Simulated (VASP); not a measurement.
# A VASP study of AlInBi (LAK): structure first, properties next

Wanted: the relaxed cell of AlInBi and its properties. The steps: rough relaxation of the start cell, full relaxation (LAK), single point with fields (LAK), band structure (LAK), density of states (LAK) and vibrations at Γ (LAK). The cell is invented: it takes the structure of a Materials Project entry for In2Bi (space group 187 there), with some of its atoms replaced by other elements, volume scaled by an estimate. It may not be a known or stable phase.

Method: LAK; plane waves and PAW (Bi_d, In_d, Al); invented cell, in VASP 6.6.1.

## Step 1: The starting structure

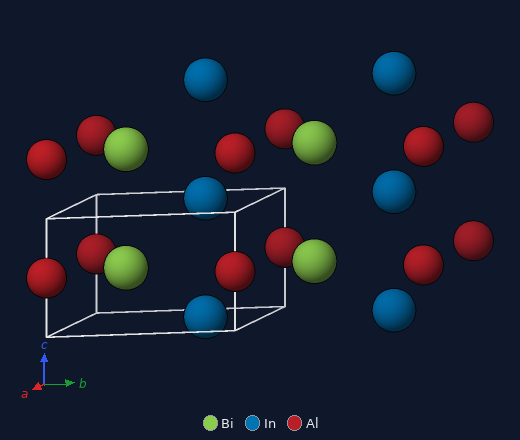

Start, viewed slightly off an axis; bismuth green, indium blue, aluminium red. 1×2×2 cells are drawn. Some periodic images of atoms are drawn too.

## Step 2: Rough relaxation of the start cell

The start is only an estimate, so a cheap relaxation brings it near a minimum before any careful run. LAK is a meta-GGA built to open gaps without exact exchange.

Input file INCAR:

```
SYSTEM = AlInBi
PREC = Normal
ENCUT = 400
EDIFF = 1E-05
NELM = 60
ISMEAR = -1
SIGMA = 0.05
LREAL = .FALSE.
ALGO = Normal
METAGGA = LAK
LASPH = .TRUE.
NBANDS = 21
LORBIT = 11
LWAVE = .FALSE.
LCHARG = .FALSE.
IBRION = 2
NSW = 40
ISIF = 3
EDIFFG = -0.04
```

Input file POSCAR:

```
AlInBi
1.0
    5.2964120000      0.0000000000      0.0000000000
   -2.6482060000      4.5868270000      0.0000000000
    0.0000000000      0.0000000000      3.2402790000
Bi In Al
1 1 1
Direct
    0.6666666700      0.3333333300      0.5000000000
    0.3333333300      0.6666666700      0.0000000000
    0.0000000000      0.0000000000      0.5000000000
```

Input file KPOINTS:

```
Automatic mesh
0
Gamma
4 4 5
0 0 0
```

PAW data sets: Bi_d, In_d and Al (PBE family, release 64).

On the command line:

```
$ mpirun -np 1 vasp_std
```

The log of the run:

```text
[banner, memory and clock lines left out]
running    1 mpi-ranks, on    1 nodes
 distrk:  each k-point on    1 cores,    1 groups
 distr:  one band on    1 cores,    1 groups

 POSCAR found type information on POSCAR BiInAl
 POSCAR found :  3 types and       3 ions
|                                                                             |
|               ----> ADVICE to this user running VASP <----                  |
|                                                                             |
|     You enforced a specific xc type in the INCAR file but a different       |
|     [... a line on the potential file left out ...]
|     I HOPE YOU KNOW WHAT YOU ARE DOING!                                     |
|                                                                             |

 LDA part: xc-table for (None), standard interpolation
 POSCAR, INCAR and KPOINTS ok, starting setup
 FFT: planning ... GRIDC
 FFT: planning ... GRID_SOFT
 FFT: planning ... GRID
 WAVECAR not read
 entering main loop
       N       E                     dE             d eps       ncg     rms          rms(c)
DAV:   1     0.335249927779E+03    0.33525E+03   -0.13393E+04   504   0.147E+03
DAV:   2     0.879238474692E+02   -0.24733E+03   -0.24148E+03   504   0.388E+02
DAV:   3     0.684526628478E+02   -0.19471E+02   -0.19086E+02   612   0.131E+02
DAV:   4     0.677916934591E+02   -0.66097E+00   -0.66032E+00   623   0.268E+01
DAV:   5     0.677571067854E+02   -0.34587E-01   -0.34585E-01   743   0.525E+00    0.749E+00
DAV:   6     0.806442887596E+02    0.12887E+02   -0.10113E+01   592   0.509E+01    0.248E+00
DAV:   7     0.807338993329E+02    0.89611E-01   -0.23904E-01   569   0.646E+00    0.293E+00
DAV:   8     0.807347533443E+02    0.85401E-03   -0.90835E-02   552   0.353E+00    0.202E+00
DAV:   9     0.807240309197E+02   -0.10722E-01   -0.47967E-02   550   0.215E+00    0.134E+00
DAV:  10     0.807247190226E+02    0.68810E-03   -0.44282E-03   772   0.470E-01    0.168E+00
DAV:  11     0.807280548960E+02    0.33359E-02   -0.10093E-02   608   0.147E+00    0.140E+00
DAV:  12     0.807279702538E+02   -0.84642E-04   -0.12864E-03   559   0.349E-01    0.136E+00
DAV:  13     0.807276209063E+02   -0.34935E-03   -0.32555E-04   615   0.203E-01    0.170E+00
DAV:  14     0.807272475475E+02   -0.37336E-03   -0.15104E-04   554   0.112E-01    0.214E+00
DAV:  15     0.807270285306E+02   -0.21902E-03   -0.39391E-05   553   0.611E-02    0.245E+00
DAV:  16     0.807272953884E+02    0.26686E-03   -0.58878E-05   564   0.811E-02    0.211E+00
DAV:  17     0.807281647300E+02    0.86934E-03   -0.46137E-04   579   0.233E-01    0.105E+00
DAV:  18     0.807285287216E+02    0.36399E-03   -0.14461E-04   692   0.116E-01    0.520E-01
DAV:  19     0.807286633948E+02    0.13467E-03   -0.46916E-05   574   0.751E-02    0.322E-01
DAV:  20     0.807288372726E+02    0.17388E-03   -0.22365E-05   478   0.515E-02    0.105E-01
DAV:  21     0.807289153700E+02    0.78097E-04   -0.49747E-06   262   0.233E-02    0.106E-02
DAV:  22     0.807289290761E+02    0.13706E-04   -0.13402E-06   267   0.130E-02    0.789E-03
DAV:  23     0.807289352432E+02    0.61671E-05   -0.59009E-07   257   0.995E-03
   1 F= 0.80728935E+02 E0= 0.80734645E+02  d E =0.807289E+02
 curvature:   0.00 expect dE= 0.000E+00 dE for cont linesearch  0.000E+00
 trial: gam= 0.00000 g(F)=  0.346E-41 g(S)=  0.919E-01 ort = 0.000E+00 (trialstep = 0.100E+01)
 search vector abs. value=  0.919E-01
 bond charge predicted
       N       E                     dE             d eps       ncg     rms          rms(c)
DAV:   1     0.792863114905E+02   -0.14426E+01   -0.43328E+01   599   0.113E+02    0.690E+00
DAV:   2     0.804653749050E+02    0.11791E+01   -0.27052E+00   574   0.261E+01    0.265E+00
DAV:   3     0.806848424994E+02    0.21947E+00   -0.72772E-01   662   0.126E+01    0.128E+00
DAV:   4     0.806880110722E+02    0.31686E-02   -0.38313E-02   617   0.154E+00    0.159E+00
DAV:   5     0.806873398535E+02   -0.67122E-03   -0.12871E-03   669   0.315E-01    0.190E+00
DAV:   6     0.806880495195E+02    0.70967E-03   -0.10215E-02   619   0.963E-01    0.825E-01
DAV:   7     0.806875447168E+02   -0.50480E-03   -0.19512E-03   645   0.292E-01    0.187E-01
DAV:   8     0.806872218094E+02   -0.32291E-03   -0.23076E-04   674   0.131E-01    0.145E-01
DAV:   9     0.806869658300E+02   -0.25598E-03   -0.32279E-03   559   0.454E-01    0.707E-02
DAV:  10     0.806868957976E+02   -0.70032E-04   -0.34898E-04   681   0.112E-01    0.263E-01
DAV:  11     0.806868055964E+02   -0.90201E-04   -0.26319E-05   429   0.322E-02    0.189E-01
DAV:  12     0.806867350242E+02   -0.70572E-04   -0.51415E-06   252   0.299E-02    0.116E-01
DAV:  13     0.806866484391E+02   -0.86585E-04   -0.57310E-06   267   0.256E-02    0.189E-02
DAV:  14     0.806866412330E+02   -0.72061E-05   -0.97330E-07   252   0.104E-02
   2 F= 0.80686641E+02 E0= 0.80692920E+02  d E =-.422940E-01
 trial-energy change:   -0.042294  1 .order   -0.042749   -0.091870    0.006373
 step:   0.9334(harm=  0.9351)  dis= 0.00000  next Energy=    80.686429 (dE=-0.425E-01)
 bond charge predicted
       N       E                     dE             d eps       ncg     rms          rms(c)
DAV:   1     0.806798233569E+02   -0.68251E-02   -0.17931E-01   589   0.663E+00    0.488E-01
DAV:   2     0.806859751045E+02    0.61517E-02   -0.13576E-02   574   0.183E+00    0.174E-01
DAV:   3     0.806867769018E+02    0.80180E-03   -0.27662E-03   639   0.774E-01    0.764E-02
DAV:   4     0.806866803593E+02   -0.96543E-04   -0.22123E-04   645   0.138E-01    0.107E-01
DAV:   5     0.806867020373E+02    0.21678E-04   -0.54698E-06   262   0.233E-02    0.121E-01
DAV:   6     0.806865198219E+02   -0.18222E-03   -0.51203E-05   466   0.542E-02    0.142E-02
DAV:   7     0.806865252636E+02    0.54417E-05   -0.32931E-06   252   0.187E-02
   3 F= 0.80686525E+02 E0= 0.80692754E+02  d E =-.424100E-01
 curvature:  -0.47 expect dE=-0.198E-03 dE for cont linesearch -0.966E-04
 trial: gam= 0.00000 g(F)=  0.189E-42 g(S)=  0.424E-03 ort =-0.436E-02 (trialstep = 0.987E+00)
 search vector abs. value=  0.424E-03
 reached required accuracy - stopping structural energy minimisation
```

Elapsed: 79 s, on 1 MPI rank of AMD EPYC 9R45, shared host; peak memory 0.12 GiB.

The logs omit lines about the potential files and the build; timing stands in the text.

From OUTCAR (step 2):

```text
ion  position               nearest neighbor table
   1  0.667  0.333  0.500-   3 3.06   3 3.06   3 3.06   2 3.46   2 3.46   2 3.46   2 3.46   2 3.46
                             2 3.46
   2  0.333  0.667  0.000-   1 3.46   1 3.46   3 3.46   3 3.46   1 3.46   1 3.46   3 3.46   3 3.46
                             3 3.46   3 3.46   1 3.46   1 3.46
   3  0.000  0.000  0.500-   1 3.06   1 3.06   1 3.06   2 3.46   2 3.46   2 3.46   2 3.46   2 3.46
                             2 3.46

  LATTYP: Found a hexagonal cell.
 ALAT       =     5.2964120000
 C/A-ratio  =     0.6117875649

 Subroutine GETGRP returns: Found 12 space group operations
 (whereof 12 operations were pure point group operations)

The static configuration has the point symmetry D_3h.

 Found     12 irreducible k-points:

   k-points           NKPTS =     12   k-points in BZ     NKDIM =     12   number of bands    NBANDS=     21

   dimension x,y,z NGX =    28 NGY =   28 NGZ =   16
   dimension x,y,z NGXF=    56 NGYF=   56 NGZF=   32

   ENCUT  =  400.0 eV  29.40 Ry    5.42 a.u.   8.64  8.64  5.28*2*pi/ulx,y,z

   NELECT =      31.0000    total number of electrons

 k-points in reciprocal lattice and weights: Automatic mesh
   0.00000000  0.00000000  0.00000000       0.013
   0.25000000  0.00000000  0.00000000       0.075
   0.50000000  0.00000000  0.00000000       0.038
   0.25000000  0.25000000  0.00000000       0.075
   0.00000000  0.00000000  0.20000000       0.025
   0.25000000  0.00000000  0.20000000       0.150
   0.50000000  0.00000000  0.20000000       0.075
   0.25000000  0.25000000  0.20000000       0.150
   0.00000000  0.00000000  0.40000000       0.025
   0.25000000  0.00000000  0.40000000       0.150
   0.50000000  0.00000000  0.40000000       0.075
   0.25000000  0.25000000  0.40000000       0.150

 average (electrostatic) potential at core
       1-112.7899       2-101.5609       3 -77.7614

 E-fermi :   6.8568

 k-point     1 :       0.0000    0.0000    0.0000
  band No.  band energies     occupation
    ...
     13       3.8369      2.00000
     14       3.8369      2.00000
     15       4.1002      2.00000
     16       5.5636      2.00000
     17       5.5637      2.00000
     18      10.0180      0.00000
     19      13.7199      0.00000
     20      14.9906      0.00000
     21      16.0290      0.00000

 k-point     2 :       0.2500    0.0000    0.0000
  band No.  band energies     occupation
    ...
     11      -5.9664      2.00000
     12      -0.2053      2.00000
     13       2.4075      2.00000
     14       3.0078      2.00000
     15       5.4619      2.00000
     16       7.2592      0.00064
     17       8.5871      0.00000
     18      10.3814      0.00000
     19      12.7612      0.00000
     20      14.0144      0.00000
    ...

 k-point     3 :       0.5000    0.0000    0.0000
  band No.  band energies     occupation
    ...
     10      -8.6071      2.00000
     11      -5.7289      2.00000
     12      -0.9872      2.00000
     13       1.7441      2.00000
     14       2.5517      2.00000
     15       8.2743      0.00000
     16       9.0525      0.00000
     17       9.7787      0.00000
     18      10.9152      0.00000
     19      10.9919      0.00000
    ...

  Total       -0.1115420     -0.1115420      0.0381185      0.0000000      0.0000000      0.0000000
  in kB       -2.1350230     -2.1350227      0.7296242      0.0000000      0.0000000      0.0000000
  external PRESSURE =      -1.1801405 kB  Pullay stress =       0.0000000 kB

  energy-cutoff  :      400.00
  volume of cell :       83.70
      direct lattice vectors                 reciprocal lattice vectors
     5.410248881 -0.000000000  0.000000000     0.184834380  0.106714188  0.000000000
    -2.705124440  4.685412609  0.000000000     0.000000000  0.213428375  0.000000000
     0.000000000 -0.000000000  3.302034012     0.000000000  0.000000000  0.302843640

 POSITION                                       TOTAL-FORCE (eV/Angst)
 -----------------------------------------------------------------------------------
      2.70512      1.56180      1.65102        -0.000000      0.000000      0.000000
     -0.00000      3.12361      0.00000         0.000000      0.000000      0.000000
      0.00000     -0.00000      1.65102         0.000000     -0.000000      0.000000
 -----------------------------------------------------------------------------------
    total drift:                               -0.000026      0.000014     -0.000000

  FREE ENERGIE OF THE ION-ELECTRON SYSTEM (eV)
  ---------------------------------------------------
  free  energy   TOTEN  =        80.6865252636 eV

  energy  without entropy=       80.6989835090  energy(sigma->0) =       80.69275439

 reached required accuracy - stopping structural energy minimisation

 total charge
# of ion       s       p       d       tot
------------------------------------------
    1        1.506   1.288   9.907  12.702
    2        1.113   0.417   9.856  11.386
    3        0.501   0.251   0.000   0.752
--------------------------------------------------
tot          3.120   1.956  19.764  24.839

[... 3 further parts left out ...]
```

CONTCAR:

```
AlInBi
   1.00000000000000
     5.4102488807919471   -0.0000000000000000    0.0000000000000000
    -2.7051244403959736    4.6854126086717418    0.0000000000000000
     0.0000000000000000   -0.0000000000000000    3.3020340117808922
  Bi              In              Al
     1     1     1
Direct
     0.6666666699999979    0.3333333300000021    0.5000000000000000
     0.3333333300000021    0.6666666699999979    0.0000000000000000
     0.0000000000000000    0.0000000000000000    0.5000000000000000
```

This run has no spin polarisation. Its electron count is odd, so without a moment it is a metal by construction. The k-mesh is coarse for a metal. This relaxation is a rough one on cheap settings, only to bring the start near its minimum. The PAW data sets were made with PBE, which is usual practice but a small mismatch for other functionals. The run keeps the 12 symmetry operations of its start, so it cannot find a distortion of lower symmetry.

The steps of the relaxation:

| step | energy less that of the first step (eV) | largest force (eV/Å) | pressure (GPa) | volume (Å³) |
| --- | --- | --- | --- | --- |
| 1 | 0.0000 | 0.0000 | 2.80 | 78.72 |
| 2 | -0.0423 | 0.0000 | -0.17 | 84.07 |
| 3 | -0.0424 | 0.0000 | -0.12 | 83.70 |

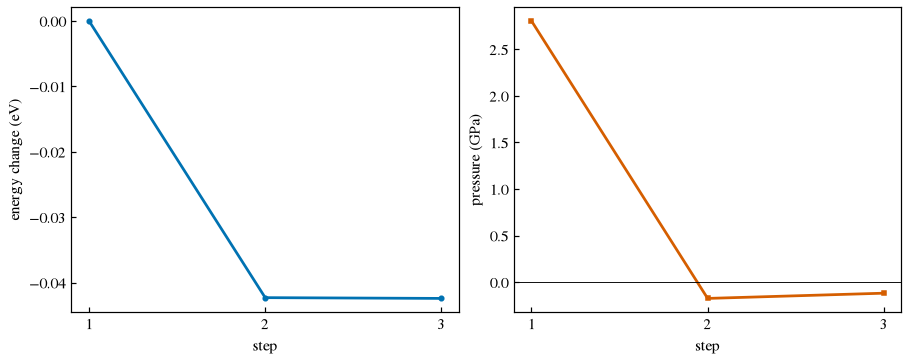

Energy and pressure along the relaxation.

```csv
"conventional cell, symmetrised",before,after,change
a (Å),5.296,5.410,+2.1 %
b (Å),5.296,5.410,+2.1 %
c (Å),3.240,3.302,+1.9 %
volume (Å³/atom),26.24,27.90,+6.3 %
```

Final coordinates:

```cif
data_structure
_symmetry_space_group_name_H-M 'P 1'
_symmetry_Int_Tables_number 1
_cell_length_a 5.4102
_cell_length_b 5.4102
_cell_length_c 3.3020
_cell_angle_alpha 90.000
_cell_angle_beta 90.000
_cell_angle_gamma 120.000
_cell_volume 83.70
loop_
_atom_site_label
_atom_site_type_symbol
_atom_site_fract_x
_atom_site_fract_y
_atom_site_fract_z
_atom_site_occupancy
Bi1 Bi 0.66667 0.33333 0.50000 1
In2 In 0.33333 0.66667 0.00000 1
Al3 Al 0.00000 0.00000 0.50000 1
```

This step gave:

```yaml
electrons: 31
bands: 21
irreducible_k_points: 12
symmetry_operations: 12
free_energy_toten: 80.6865 eV
energy_at_zero_smearing: 80.6928 eV
fermi_energy: 6.857 eV
pressure: -0.1180 GPa
metallic: yes
scf_cycles_over_all_ionic_steps: 44
```

It ends with forces that vanish by symmetry and a pressure of -0.12 GPa.

[end of part 1 of 3]

[Lines on the potential files, build, host, timing and source positions are cut from VASP's logs without a mark.]

[Logs are printed without paths, hosts, clocks, repeated set-up lines and the standing remarks that a program may print on its own settings, such as how far it seeks lower states.]

[Hosts, paths, dates, database ids (printed as entryN), source tags and the programs' standing remarks are cut or masked in the printed files.]

[A measured line is paired with the nearest computed mode of its activity, which favours agreement.]
